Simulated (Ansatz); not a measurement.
```
Hg Sb
1.0
     4.18661    0.00000    0.00000
    -2.09331    3.62571    0.00000
     0.00000    0.00000    5.44545
Hg Sb
1 2
Direct
  0.00000 0.00000 0.00000
  0.33333 0.66667 0.34366
  0.66667 0.33333 0.65634
```

Space group P-3m1; started from the CdI2 prototype, which need not be the ambient phase.

Method: DFT PBEsol, scalar-relativistic, plane waves, PAW in Ansatz.

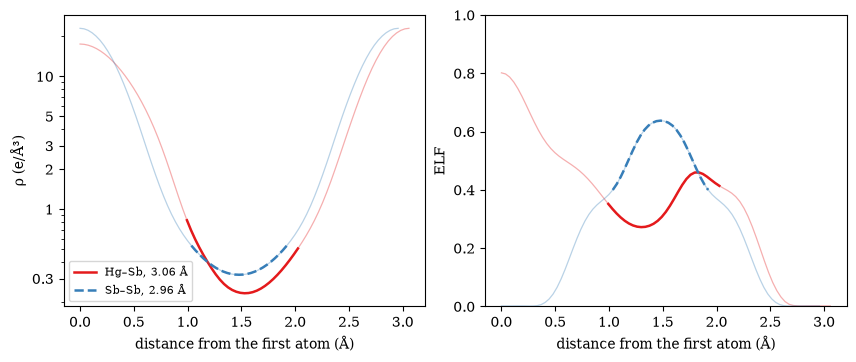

HgSb2. Valence electron density and ELF along straight lines between neighbouring atoms. Thin, pale parts lie inside the atomic spheres.

Core electrons are frozen (PAW), and the valence fields are smoothed inside the atomic spheres.

> What can be read from the curves?

Hg–Sb (3.06 Å): ρ is about 0.23 e/Å³ halfway; the ELF is about 0.30 at the midpoint; no shared electron pair shows on this line.
Sb–Sb (2.96 Å): ρ at the midpoint is about 0.32 e/Å³; the ELF peaks at about 0.65 between the atoms.
